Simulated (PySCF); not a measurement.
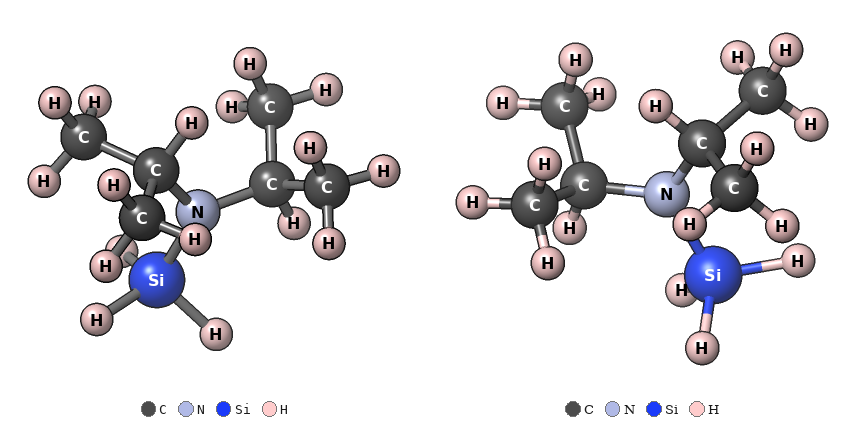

The same structure drawn twice, from different directions.

The computed structure is the end point of a PBE0-D3(BJ)/def2-SVP optimisation. No frequency run is at hand to confirm it as a minimum.

Count the atoms of each element.

C₆H₁₇NSi, 25 atoms: 6 carbon, 17 hydrogen, 1 nitrogen and 1 silicon.

Does it have rings?

It has no ring.

Give a SMILES string for it.

CC(C)N([SiH3])C(C)C

Count the bonded pairs by element.

14 C–H, 4 C–C, 3 Si–H, 2 C–N, 1 N–Si.

Name functional groups in it.

Among them: Si–H bond, Si–N bond.

More results for the same structure follow; atom numbers are the same in all pictures, views and colours differ.

**Geometry**

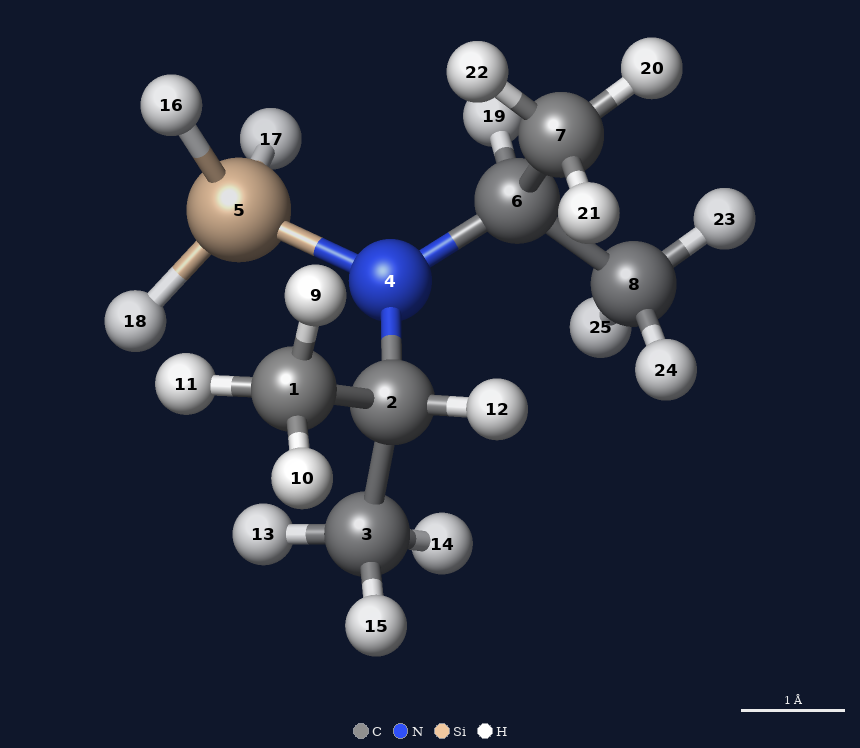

Numbered structure. No frequency run is at hand to confirm it as a minimum.

Estimate the angles C1–C2–N4, C2–C1–H9, C2–N4–Si5, C3–C2–H12, N4–Si5–H18, N4–C6–C8, Si5–N4–C6, C6–C7–H20, C6–C7–H22, C6–C8–H23, C6–C8–H24, C6–C8–H25.

```csv
angle,degrees
C1–C2–N4,112.3
C2–C1–H9,110.8
C2–N4–Si5,122.6
C3–C2–H12,107.1
N4–Si5–H18,109.9
N4–C6–C8,112.2
Si5–N4–C6,118.5
C6–C7–H20,111.0
C6–C7–H22,110.7
C6–C8–H23,110.8
C6–C8–H24,111.7
C6–C8–H25,110.4
```

**Quadrupole coupling**

No frequency run is at hand to confirm it as a minimum. Electric field gradients from the ground-state density, PBE0/pcSseg-1 in dimethylsulfoxide (IEF-PCM) (PySCF 2.14.0), non-relativistic apart from any core potentials.

Give the largest field-gradient component, the quadrupole coupling constant and the asymmetry for 14N at N4 (Q = 20.44 mb), 2H at H9 (Q = 2.86 mb), 2H at H10 (Q = 2.86 mb).

| atom | V_zz (a.u.) | e²qQ/h (MHz) | η |
| --- | --- | --- | --- |
| N4 | −1.174 | −5.64 | 0.27 |
| H9 | 0.293 | 0.197 | 0.02 |
| H10 | 0.291 | 0.196 | 0.02 |

**Electronic properties**

No frequency run is at hand to confirm it as a minimum. Level of theory: PBE0/pcSseg-1 in water (IEF-PCM) (PySCF 2.14.0).

Give the LUMO energy (Kohn–Sham orbital) at this level.

0.98 eV.

Give the dipole moment at this level.

1.64 D.

Give the HOMO energy (Kohn–Sham orbital) at this level.

−6.11 eV.

**Charges**

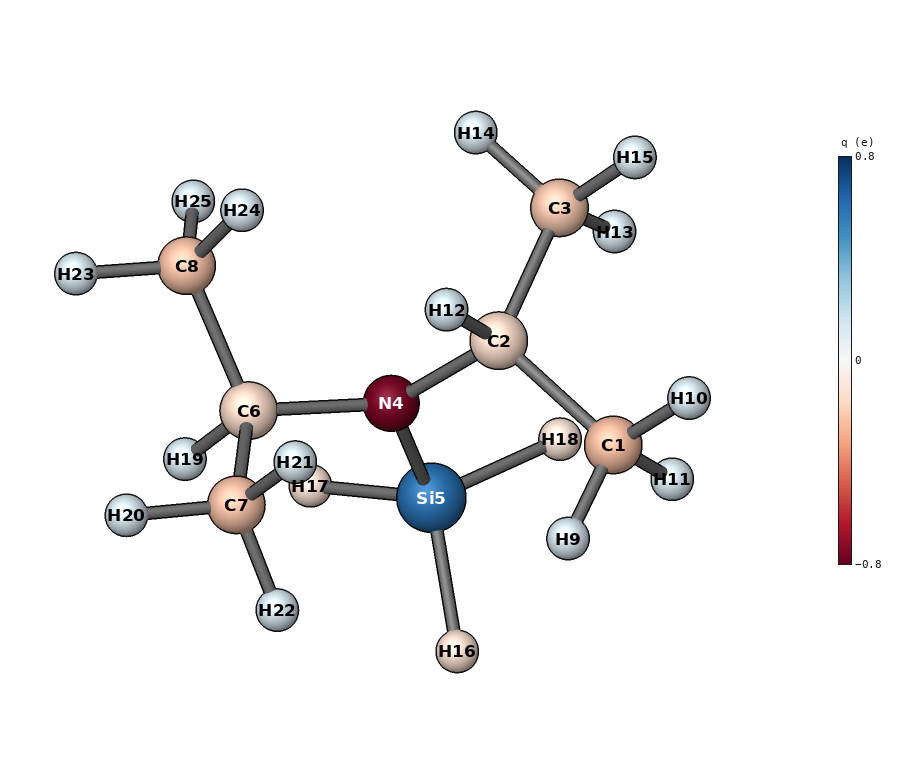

Atoms are coloured by their Mulliken charges. No frequency run is at hand to confirm it as a minimum. Method: PBE0/pcSseg-1 in dimethylsulfoxide (IEF-PCM) (PySCF 2.14.0).

List the Mulliken charges.

```tsv
atom	value (e)
C1	−0.24
C2	−0.14
C3	−0.21
N4	−0.76
Si5	0.60
C6	−0.15
C7	−0.23
C8	−0.23
H9	0.12
H10	0.12
H11	0.12
H12	0.14
H13	0.11
H14	0.12
H15	0.11
H16	−0.12
H17	−0.11
H18	−0.10
H19	0.12
H20	0.12
H21	0.12
H22	0.12
H23	0.12
H24	0.12
H25	0.12
```

Mulliken values depend strongly on the basis set and can even reverse the polarity of a bond.
